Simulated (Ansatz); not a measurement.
## Fields on a plane of Zr3N4 (space group I-43d)

```xyz
14
Lattice="-3.3913 3.3913 3.3913 3.3913 -3.3913 3.3913 3.3913 3.3913 -3.3913" Properties=species:S:1:pos:R:3 pbc="T T T"
Zr     0.0000     5.0869     0.8478
Zr     0.0000     1.6956     2.5435
Zr     0.8478     0.0000     5.0869
Zr     2.5435     0.0000     1.6956
Zr     5.0869     0.8478     0.0000
Zr     1.6956     2.5435     0.0000
N      2.1499     2.1499     2.1499
N      0.4542    -0.4542     2.9371
N      1.2414     4.6327    -1.2414
N      2.9371     0.4542    -0.4542
N     -1.2414     1.2414     4.6327
N      0.4542     0.4542     0.4542
N      4.6327    -1.2414     1.2414
N     -0.4542     2.9371     0.4542
```

The slice is a {211} plane (indices of the conventional cell) through the point (0.750, 0.875, 0.125) (fractional), spanned by u = [111] and v = [1 0 -1] in vectors of this cell: u (5.87 Å) and v (9.59 Å, at 90° to u). It covers one period; positions are fractions (u, v).

Atoms on it: Zr at (0.50, 0.38); Zr at (0.00, 0.00). Other atoms lie within 1 Å of the plane.

Computed with PBE (plane waves to 420 eV, PAW, scalar-relativistic; Ansatz, an electronic-structure program). k mesh 6×6×6. Inside the PAW spheres the values are not all-electron values, and peaks at nuclei hang on which shells count as valence. Zr3N4 is run without spin polarisation. Zr3N4 was relaxed with its symmetry unable to fall.

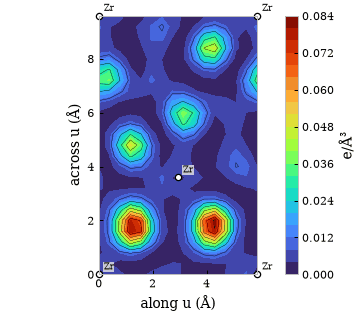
Figure. Density of the highest valence band (whole band, smooth part) in e/Å³, one period of the plane, atoms marked. 

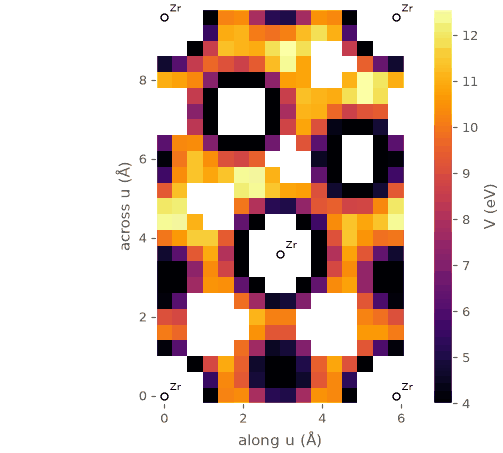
*Electrostatic potential energy of an electron, from the cell's mean, in eV, one period of the plane, atoms marked. Points within 0.9 Å of a nucleus are left white, as the pseudised field means little there. Values under 4 eV are set to 4. The zero, the cell's mean, hangs on the PAW cores.*
